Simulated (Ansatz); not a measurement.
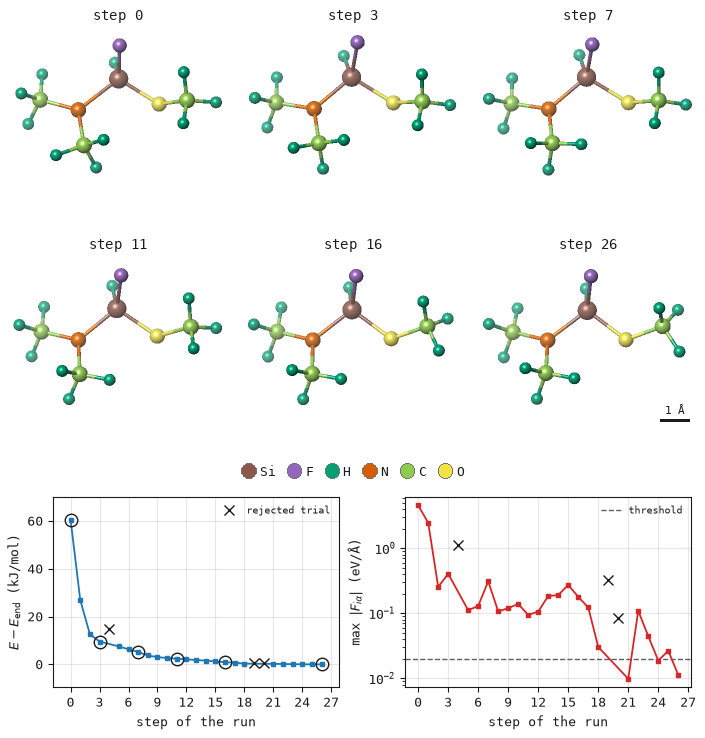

Frames of a relaxation of C3H10FNOSi, marked on the history of the run. A ball-and-stick model, seen at a tilt.

The run prepares the start of a later molecular dynamics calculation, from a guessed geometry.

These are results of Ansatz, RKS PBE-D4/6-31G, not measurements. (no spin polarisation; force threshold 0.02 eV/Å; at most 40 steps)

Q: What happens along the run?

A: The atom that moves furthest after the best rigid fit is an H atom (1.08 Å). By element the largest moves are H 1.08 Å, O 0.51 Å, F 0.42 Å, C 0.32 Å, Si 0.28 Å, N 0.05 Å. Some distances before and after: F–Si 1.590 → 1.723 Å, N–Si 1.819 → 1.742 Å, O–Si 1.679 → 1.728 Å, H–Si 1.460 → 1.509 Å. Bond angles that change, for instance: H–Si–O 109.5° → 117.9°, F–Si–N 109.5° → 116.7°, F–Si–O 109.5° → 104.0°. Groups turn about C–O by about 70°, C–N by about 50°, O–Si by about 45°. The energy falls by 60.4 kJ/mol in 23 accepted moves (26 points after the start). Largest force component: 4.6 eV/Å at the start, 0.011 eV/Å at the end. The line search rejected the trial steps at points 4, 19, 20 of the run. The forces were under the threshold at step 21, but the run went on from there. From step 0 to 3: an H atom moves most (0.39 Å), energy −50.9 kJ/mol. From step 3 to 7: an H atom moves most (0.34 Å), energy −4.34 kJ/mol. From step 7 to 11: an H atom moves most (0.35 Å), energy −2.87 kJ/mol. From step 11 to 16: an H atom moves most (0.45 Å), energy −1.49 kJ/mol. From step 16 to 26: an H atom moves most (0.39 Å), energy −0.86 kJ/mol.

Limits of the set-up: the basis has no polarisation functions, which atoms past neon need.
